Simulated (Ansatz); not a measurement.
## BSiNH5OF: phonon calculation

BSiNH5OF, computed with RKS PBE-D4/6-31G* (Ansatz 0.2.0).

It belongs to a series of runs on one base structure; here: vibrations at the highest image of the band.

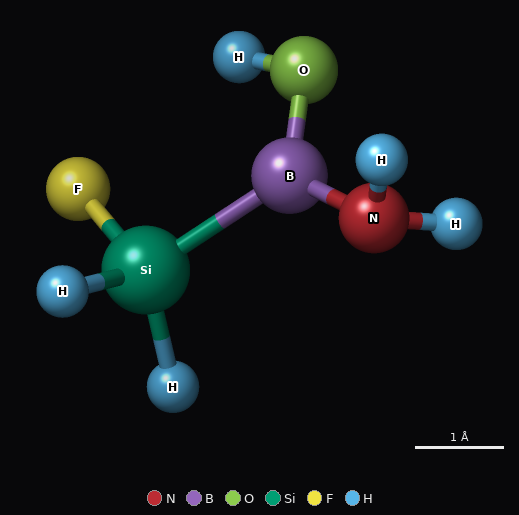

Fig. 1: The structure (ball-and-stick view, seen at a tilt).

**The input**
```yaml
crystal:
  periodic: [false, false, false]
  atoms:
    - { symbol: "N", position_ang: [1.079533, -0.717028, 1.268817] }
    - { symbol: B, position_ang: [0.02128, -0.502033, 0.271189] }
    - { symbol: O, position_ang: [-0.910748, -1.470654, -0.005271] }
    - { symbol: Si, position_ang: [-0.133017, 1.238721, -0.766752] }
    - { symbol: F, position_ang: [-1.442894, 1.019914, -1.75183] }
    - { symbol: H, position_ang: [1.652249, -1.535588, 1.02492] }
    - { symbol: H, position_ang: [0.676419, -0.933649, 2.189763] }
    - { symbol: H, position_ang: [-1.532727, -1.144908, -0.694108] }
    - { symbol: H, position_ang: [-0.388013, 2.445613, 0.096509] }
    - { symbol: H, position_ang: [1.060918, 1.548213, -1.630336] }
basis:
  gaussian: { orbitals: "6-31G*" }
hamiltonian:
  xc: pbe
  dispersion: d4
phonons: {}
```

Command:
```bash
ansatz run input.yaml --threads 1 --pin off --max-ram 2048MiB --backend cpu --events-out ev --progress --plain --runs-dir out
```

**Log**
```
Engine: ansatz 0.2.0, x86_64-unknown-linux-gnu
Functional definition: PBE
  parameter kappa = 0.804
  parameter beta = 0.06672455060314922
  exchange = pbe_x(kappa = kappa, mu = beta*pi^2/3)
  correlation = pbe_c(beta = beta)
1014 factors; their error is unknown
mean field evaluation 1: about -14869.5583 eV, gradient 7.4e1 eV
mean field evaluation 2: about -14823.0502 eV, gradient 1.5e2 eV
mean field evaluation 4: about -14879.3432 eV, gradient 1.3e1 eV
mean field evaluation 8: about -14879.5935 eV, gradient 9.2e-2 eV
mean field evaluation 16: about -14879.5158 eV, gradient 7.4e-5 eV
mean field -14879.51583167 eV, -546.8121211158 hartree, gradient 7.4e-5 eV, S^2 0.000000; 0 other end points of the search recorded, 0 dependent functions left out
the calculation of the forces begins
reference -14879.51586513 eV, -546.8121223455 hartree; 24, 24 occupied and 65, 65 virtual orbitals, 1014 factors
these checks for a lower state are left out or cut short: stability, starts, cluster_reference, orbital_swaps, neighbouring_geometries, increment
1014 factors; their error is unknown
mean field -14879.51576347 eV, -546.8121186095 hartree, gradient 1.5e-6 eV, S^2 0.000000; 0 other end points of the search recorded, 0 dependent functions left out
[... from here on the field's lines of each further geometry are left out, up to the last ...]
the calculation of the forces begins
reference -14879.51584931 eV, -546.8121217641 hartree; 24, 24 occupied and 65, 65 virtual orbitals, 1014 factors
these checks for a lower state are left out or cut short: stability, starts, cluster_reference, orbital_swaps, neighbouring_geometries, increment
1014 factors; their error is unknown
mean field -14879.51580384 eV, -546.8121200931 hartree, gradient 1.6e-6 eV, S^2 0.000000; 0 other end points of the search recorded, 0 dependent functions left out
the calculation of the forces begins
reference -14879.51583730 eV, -546.8121213228 hartree; 24, 24 occupied and 65, 65 virtual orbitals, 1014 factors
WARN: phonons: modes at or below zero, which the zero-point energy, F, S and C_V leave out: 1, the lowest at -527.81 cm⁻¹. A minimum has none, and a first-order saddle one
Total energy: -14879.69563965 eV, -546.8187289371 hartree
Atom 0 at     1.079533    -0.717028     1.268817 Å, force     0.011687     0.026494     0.002572 eV/Å
Atom 1 at     0.021280    -0.502033     0.271189 Å, force    -0.005318    -0.013945    -0.013852 eV/Å
Atom 2 at    -0.910748    -1.470654    -0.005271 Å, force    -0.001259     0.007178     0.006238 eV/Å
Atom 3 at    -0.133017     1.238721    -0.766752 Å, force     0.012741     0.011551     0.009501 eV/Å
Atom 4 at    -1.442894     1.019914    -1.751830 Å, force    -0.010664    -0.003890    -0.007331 eV/Å
Atom 5 at     1.652249    -1.535588     1.024920 Å, force     0.001220    -0.010399    -0.003509 eV/Å
Atom 6 at     0.676419    -0.933649     2.189763 Å, force    -0.008238    -0.010068     0.005546 eV/Å
Atom 7 at    -1.532727    -1.144908    -0.694108 Å, force     0.000677    -0.004131    -0.000506 eV/Å
Atom 8 at    -0.388013     2.445613     0.096509 Å, force     0.000142     0.000218    -0.000280 eV/Å
Atom 9 at     1.060918     1.548213    -1.630336 Å, force    -0.000988    -0.003007     0.001620 eV/Å
Dipole moment:     0.018708    -0.282645     0.162439 e Å
Vibrations: -527.81 64.08 92.80 277.39 277.73 372.72 530.52 536.67 700.41 702.89 734.75 793.07 865.46 926.38 942.17 988.84 1220.06 1314.21 1572.14 2158.90 2166.53 3375.14 3460.18 3569.45 cm⁻¹, zero-point energy 1.713615 eV
```

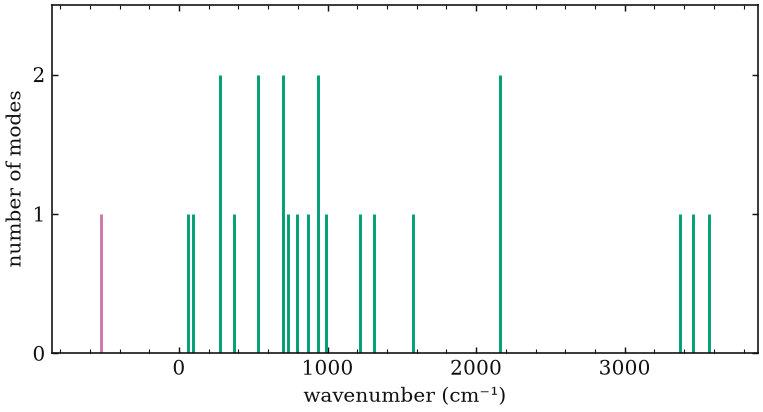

Fig. 2: Harmonic vibrational wavenumbers from the force constants; neighbouring modes closer than 19 cm⁻¹ are counted in one stick, and imaginary ones are drawn at negative wavenumbers. 24 modes from 528i to 3569 cm⁻¹, 1 imaginary beyond 8i (528i cm⁻¹): a first-order saddle point, if the geometry is stationary.

**Key numbers**

| quantity | value |
| --- | --- |
| outcome | converged |
| total energy | −14879.6956 eV |
| mean-field energy | −14879.5159 eV |
| largest force (length of the vector) | 0.029 eV/Å |
| hardware | 1 thread of Intel Xeon (Sapphire Rapids), 64 GiB of memory available, shared host |
| wall time | 74 s |
| peak memory | 0.13 GiB |
